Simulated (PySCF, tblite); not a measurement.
# C6H10OS: a rotation path, then NMR shifts on frames

How do NMR shifts of C6H10OS (`COCS[C@]12C[C@H]1C2`) change as the atoms move?

Programs: tblite 0.8.0 and PySCF 2.14.0, with density-fitted response routines of our own. Each step states its level of theory. These are calculated values for one molecule in the gas phase, unless marked as measured. Atoms count from 0, in the outputs and in this text.

## Step 1: The molecule as given

18 atoms, charge 0, multiplicity 1; geometry from: GFN2-xTB.

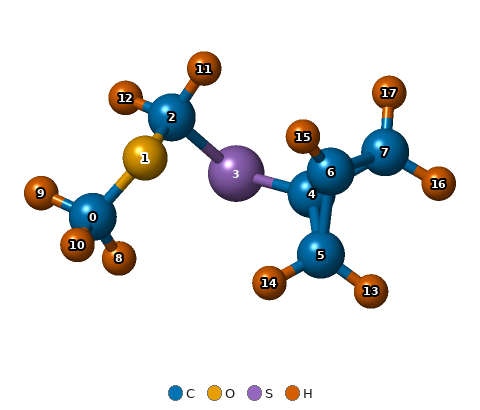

The starting geometry (carbon blue, oxygen amber, sulfur purple, hydrogen orange), atoms numbered.

## Step 2: A band between two rotamers with GFN2-xTB

Job settings and geometry (Å):

```
{"job": {"kind": "neb", "xc": "GFN2-xTB", "basis": "xTB", "atoms": [7, 4, 3, 2], "turn": 120}, "charge": 0, "multiplicity": 1}
C      2.550132     0.697995     0.387533
O      1.541075     0.021751     1.104246
C      1.202097    -1.204638     0.573842
S      0.312162    -1.089973    -1.044777
C     -1.126803    -0.207114    -0.567004
C     -1.379719     1.257372    -0.361603
C     -1.683694     0.273343     0.724525
C     -2.477515    -0.679032    -0.112263
H      2.240910     0.873333    -0.648576
H      3.482023     0.121309     0.387679
H      2.704737     1.648690     0.892754
H      0.537368    -1.695946     1.284654
H      2.074171    -1.835440     0.361954
H     -2.199357     1.725009    -0.896356
H     -0.518227     1.898787    -0.227899
H     -1.351115     0.222338     1.738628
H     -3.354491    -0.317496    -0.638016
H     -2.562511    -1.703971     0.226502
```

Level: GFN2-xTB climbing-image nudged elastic band, gas phase.

Command:

```sh
OMP_NUM_THREADS=1 python probes_run.py task.json out
```

One launch serves the whole session: the jobs run in the order shown.

Log:

```text
image   E - E0 / eV
  0      -0.0000
  1      -0.0004
  2       0.0228
  3       0.0476
  4       0.0583
  5       0.0588
  6       0.0255
  7      -0.0102
  8      -0.0246
```

It took 3.5 s on 1 thread of AMD EPYC 9R14, shared host; peak memory 0.19 GiB.

The final band, with the dihedral C7–C4–S3–C2:

| image | dihedral (°) | energy (eV) | energy (kcal/mol) |
| --- | --- | --- | --- |
| 0 | -92 | 0.000 | 0.0 |
| 1 | -68 | 0.000 | 0.0 |
| 2 | -46 | 0.023 | 0.5 |
| 3 | -23 | 0.048 | 1.1 |
| 4 | 1 | 0.058 | 1.3 |
| 5 | 28 | 0.059 | 1.4 |
| 6 | 52 | 0.025 | 0.6 |
| 7 | 75 | -0.010 | -0.2 |
| 8 | 95 | -0.025 | -0.6 |

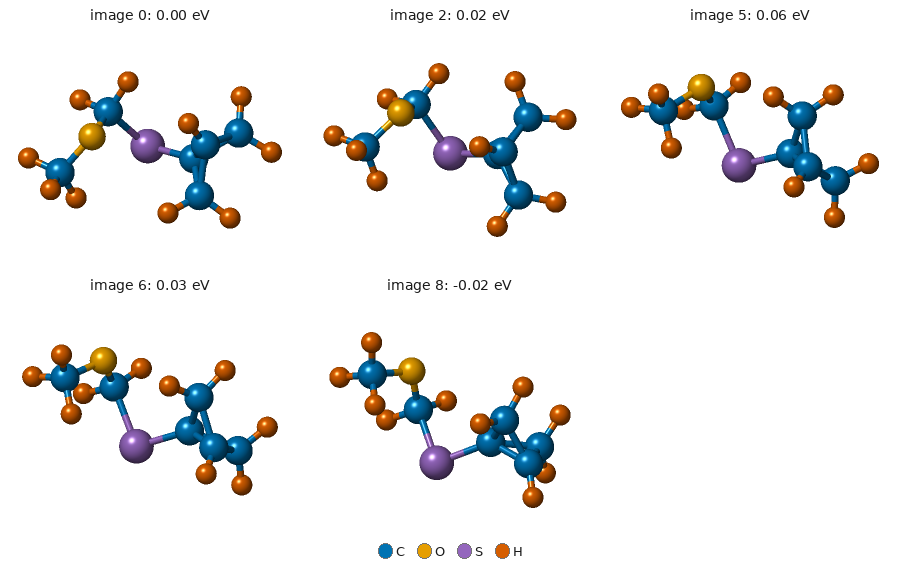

Images along the band.

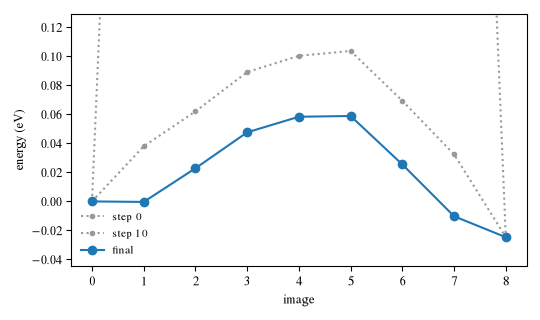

Energy along the band, early and final.

## Step 3: Shielding tensors: image 0, PBE0/pcSseg-1

Job settings and geometry (Å):

```
{"job": {"kind": "nmr", "xc": "PBE0", "basis": "pcSseg-1", "pop": false}, "charge": 0, "multiplicity": 1}
C      2.550100     0.698000     0.387500
O      1.541100     0.021800     1.104200
C      1.202100    -1.204600     0.573800
S      0.312200    -1.090000    -1.044800
C     -1.126800    -0.207100    -0.567000
C     -1.379700     1.257400    -0.361600
C     -1.683700     0.273300     0.724500
C     -2.477500    -0.679000    -0.112300
H      2.240900     0.873300    -0.648600
H      3.482000     0.121300     0.387700
H      2.704700     1.648700     0.892800
H      0.537400    -1.695900     1.284700
H      2.074200    -1.835400     0.362000
H     -2.199400     1.725000    -0.896400
H     -0.518200     1.898800    -0.227900
H     -1.351100     0.222300     1.738600
H     -3.354500    -0.317500    -0.638000
H     -2.562500    -1.704000     0.226500
```

Method: GIAO PBE0/pcSseg-1 NMR shielding, non-relativistic, gas phase.

Log:

```text
coarse grid: 15432 points
cycle   1  E = -707.2952042170  dE =  1.318e+00  |g| = 5.390e-01  |ddm| = 3.838e+00
cycle   2  E = -707.2452738077  dE =  4.993e-02  |g| = 7.647e-01  |ddm| = 1.005e+00
cycle   3  E = -707.3537456802  dE = -1.085e-01  |g| = 8.346e-02  |ddm| = 6.344e-01
cycle   4  E = -707.3550537827  dE = -1.308e-03  |g| = 3.224e-02  |ddm| = 1.197e-01
cycle   5  E = -707.3552789014  dE = -2.251e-04  |g| = 8.711e-03  |ddm| = 3.819e-02
cycle   6  E = -707.3552951128  dE = -1.621e-05  |g| = 3.308e-03  |ddm| = 1.130e-02
cycle   7  E = -707.3552975420  dE = -2.429e-06  |g| = 7.449e-04  |ddm| = 3.515e-03
final grid: 143928 points
cycle   8  E = -707.4162482893  dE = -3.722e-05  |g| = 1.306e-02  |ddm| = 3.420e-02
cycle   9  E = -707.4162214001  dE =  2.689e-05  |g| = 1.759e-02  |ddm| = 2.211e-02
cycle  10  E = -707.4162836811  dE = -6.228e-05  |g| = 1.164e-03  |ddm| = 1.291e-02
cycle  11  E = -707.4162839479  dE = -2.668e-07  |g| = 2.511e-04  |ddm| = 1.104e-03
cycle  12  E = -707.4162839605  dE = -1.261e-08  |g| = 9.203e-05  |ddm| = 4.005e-04
cycle  13  E = -707.4162839624  dE = -1.914e-09  |g| = 2.800e-05  |ddm| = 1.205e-04
cycle  14  E = -707.4162839626  dE = -1.737e-10  |g| = 5.863e-06  |ddm| = 2.670e-05
converged SCF energy = -707.4162839626

GIAO shielding tensors (ppm)
atom      isotropic    diamagn.    paramagn.     s11        s22        s33       span
  0 C      131.371     245.875    -114.504     94.449    116.180    183.485     89.036
  1 O      299.121     399.236    -100.115    257.799    304.653    334.911     77.112
  2 C      102.793     248.838    -146.045     64.669    105.103    138.606     73.937
  3 S      539.060    1057.194    -518.134    356.985    498.738    761.457    404.472
  4 C      169.030     252.563     -83.533    133.809    170.323    202.958     69.150
  5 C      146.617     253.436    -106.819    119.642    146.332    173.876     54.234
  6 C      176.694     254.670     -77.976    145.904    189.941    194.236     48.332
  7 C      146.593     257.394    -110.801    122.877    146.695    170.208     47.330
  8 H       27.548      30.439      -2.891     22.956     27.616     32.071      9.115
  9 H       29.031      28.421       0.609     24.964     26.031     36.097     11.133
 10 H       28.342      29.237      -0.895     24.261     26.035     34.731     10.471
 11 H       26.743      31.704      -4.961     21.101     27.437     31.692     10.591
 12 H       27.668      30.896      -3.228     21.539     27.142     34.322     12.783
 13 H       31.035      30.574       0.462     25.282     27.759     40.066     14.784
 14 H       30.499      33.055      -2.556     23.973     28.771     38.754     14.782
 15 H       29.246      33.200      -3.954     24.681     26.926     36.130     11.450
 16 H       30.974      30.844       0.130     25.388     27.559     39.975     14.588
 17 H       30.315      32.308      -1.994     24.616     27.056     39.272     14.656
```

Run time: 21 s. Hardware: 1 thread of AMD EPYC 9R14, shared host; peak memory 0.87 GiB.

The references, computed at this level on geometries of the same kind, shield at (ppm): 1H TMS 31.72, 13C TMS 186.9, 17O H2O 336.1, 33S CS2 504. Their shielding less the atom's gives the shift. The references are single molecules in the gas phase, so shifts against H2O, NH3, PH3, H3PO4 or CFCl3 are not on the usual liquid scales and can be off by tens of ppm. Each atom is listed at this fixed geometry, with no averaging over motion; a spectrum would average atoms that exchange fast.

| atoms | environment | σ (ppm) | δ (ppm) |
| --- | --- | --- | --- |
| C2 | sp3 CH2 bonded to O and S | 102.8 | 84.1 |
| C0 | methyl carbon bonded to O | 131.4 | 55.6 |
| C7 | three-membered-ring carbon | 146.6 | 40.3 |
| C5 | three-membered-ring carbon | 146.6 | 40.3 |
| C4 | three-membered-ring carbon | 169.0 | 17.9 |
| C6 | three-membered-ring carbon | 176.7 | 10.2 |
| H11 | hydrogen on an sp3 CH2 bonded to O and S | 26.74 | 4.97 |
| H8 | hydrogen on a methyl carbon bonded to O | 27.55 | 4.17 |
| H12 | hydrogen on an sp3 CH2 bonded to O and S | 27.67 | 4.05 |
| H10 | hydrogen on a methyl carbon bonded to O | 28.34 | 3.37 |
| H9 | hydrogen on a methyl carbon bonded to O | 29.03 | 2.69 |
| H15 | hydrogen on a three-membered-ring carbon | 29.25 | 2.47 |
| H17 | hydrogen on a three-membered-ring carbon | 30.31 | 1.40 |
| H14 | hydrogen on a three-membered-ring carbon | 30.50 | 1.22 |
| H16 | hydrogen on a three-membered-ring carbon | 30.97 | 0.74 |
| H13 | hydrogen on a three-membered-ring carbon | 31.04 | 0.68 |
| O1 | ether oxygen | 299.1 | 37.0 |
| S3 | sulfide sulfur | 539 | -35 |

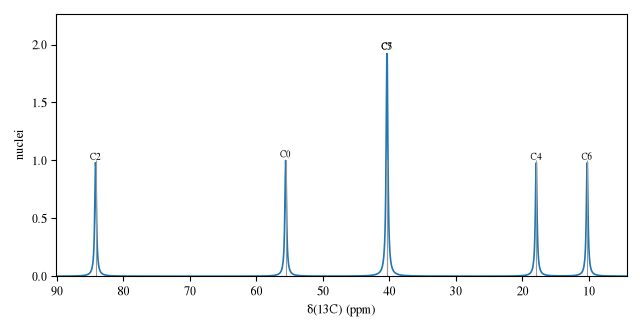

13C lines at the computed shifts, without couplings. Lines are broadened to a width of 0.30 ppm (Lorentzian).

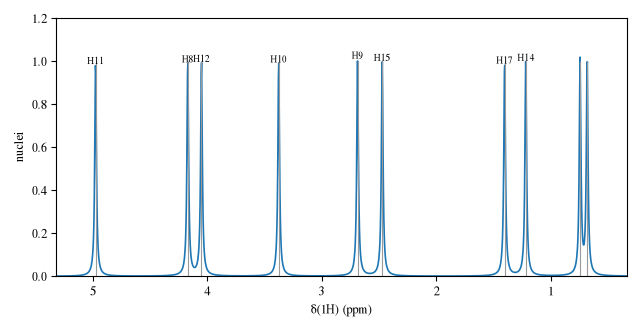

1H lines at the computed shifts, without couplings. Lines are broadened to a width of 0.02 ppm (Lorentzian).

Ring of atoms C4, C5, C6: NICS(0) -47.0, NICS(1) -10.7, NICS(1)zz -22.5 ppm (means of both faces; NICS(1) differs between them: -14.0 and -7.5).

In rings of three or four atoms NICS is ruled by the nearby σ bonds, so it says little on aromaticity.

Ring of atoms C4, C6, C7: NICS(0) -47.2, NICS(1) -10.7, NICS(1)zz -20.5 ppm (means of both faces; NICS(1) differs between them: -14.0 and -7.4).

In rings of three or four atoms NICS is ruled by the nearby σ bonds, so it says little on aromaticity.

## Step 4: Nuclear shieldings: image 2, PBE0/pcSseg-1

Job settings and geometry (Å):

```
{"job": {"kind": "nmr", "xc": "PBE0", "basis": "pcSseg-1", "pop": false}, "charge": 0, "multiplicity": 1}
C      2.469400     0.473600     0.837200
O      1.419400    -0.405000     1.175600
C      1.163200    -1.363200     0.219400
S      0.388200    -0.691300    -1.318000
C     -1.108600    -0.058000    -0.647300
C     -1.736400     1.295000    -0.802500
C     -1.482800     0.729800     0.557300
C     -2.114400    -0.611700     0.311600
H      2.244900     1.015300    -0.088000
H      3.407900    -0.077100     0.707700
H      2.563500     1.175900     1.661900
H      0.468700    -2.083600     0.651600
H      2.071300    -1.870800    -0.128100
H     -2.755700     1.357000    -1.168900
H     -1.100800     2.103200    -1.142000
H     -0.946000     1.111700     1.397100
H     -3.156200    -0.662600     0.014000
H     -1.804300    -1.432000     0.947200
```

Level: GIAO PBE0/pcSseg-1 NMR shielding, non-relativistic, gas phase.

Log:

```text
coarse grid: 15432 points
cycle   1  E = -707.2943884784  dE =  1.321e+00  |g| = 5.410e-01  |ddm| = 3.848e+00
cycle   2  E = -707.2431431370  dE =  5.125e-02  |g| = 7.698e-01  |ddm| = 1.000e+00
cycle   3  E = -707.3533911662  dE = -1.102e-01  |g| = 8.359e-02  |ddm| = 6.361e-01
cycle   4  E = -707.3547115278  dE = -1.320e-03  |g| = 3.261e-02  |ddm| = 1.237e-01
cycle   5  E = -707.3549432733  dE = -2.317e-04  |g| = 8.924e-03  |ddm| = 3.931e-02
cycle   6  E = -707.3549604676  dE = -1.719e-05  |g| = 3.319e-03  |ddm| = 1.152e-02
cycle   7  E = -707.3549629135  dE = -2.446e-06  |g| = 7.306e-04  |ddm| = 3.449e-03
final grid: 143928 points
cycle   8  E = -707.4155943568  dE = -3.966e-05  |g| = 1.328e-02  |ddm| = 3.647e-02
cycle   9  E = -707.4155659668  dE =  2.839e-05  |g| = 1.795e-02  |ddm| = 2.335e-02
cycle  10  E = -707.4156311039  dE = -6.514e-05  |g| = 1.156e-03  |ddm| = 1.357e-02
cycle  11  E = -707.4156313688  dE = -2.649e-07  |g| = 2.409e-04  |ddm| = 1.063e-03
cycle  12  E = -707.4156313799  dE = -1.117e-08  |g| = 1.004e-04  |ddm| = 4.213e-04
cycle  13  E = -707.4156313823  dE = -2.344e-09  |g| = 2.760e-05  |ddm| = 1.339e-04
cycle  14  E = -707.4156313825  dE = -1.689e-10  |g| = 5.902e-06  |ddm| = 2.696e-05
converged SCF energy = -707.4156313825

GIAO shielding tensors (ppm)
atom      isotropic    diamagn.    paramagn.     s11        s22        s33       span
  0 C      130.715     245.862    -115.147     94.359    114.038    183.749     89.391
  1 O      308.356     398.771     -90.415    282.683    305.295    337.091     54.408
  2 C      107.868     248.990    -141.122     62.289    104.240    157.075     94.786
  3 S      541.633    1057.098    -515.465    372.782    493.319    758.797    386.015
  4 C      170.004     253.847     -83.843    132.098    177.868    200.047     67.949
  5 C      149.753     255.962    -106.210    127.061    146.642    175.555     48.494
  6 C      176.518     253.747     -77.229    149.522    188.123    191.909     42.387
  7 C      157.058     256.471     -99.413    143.546    154.239    173.388     29.841
  8 H       27.663      30.641      -2.978     22.985     27.690     32.315      9.330
  9 H       29.026      28.509       0.517     24.881     26.069     36.129     11.248
 10 H       28.325      29.347      -1.022     24.246     26.018     34.713     10.467
 11 H       26.463      31.412      -4.949     21.021     26.716     31.654     10.633
 12 H       27.651      30.878      -3.226     21.104     27.447     34.402     13.297
 13 H       31.062      30.615       0.446     25.265     27.784     40.136     14.871
 14 H       30.365      32.572      -2.206     24.440     27.145     39.511     15.071
 15 H       29.674      33.213      -3.539     24.936     27.024     37.062     12.126
 16 H       31.283      30.822       0.461     25.344     27.702     40.804     15.459
 17 H       30.100      33.291      -3.191     23.836     28.110     38.355     14.519
```

It took 21 s on 1 thread of AMD EPYC 9R14, shared host; peak memory 0.9 GiB.

In short: δ C2 79.1, C0 56.2, C5 37.2, C7 29.9, H11 5.25, H12 4.07 ppm.

(Part 1 of 2 ends here.)
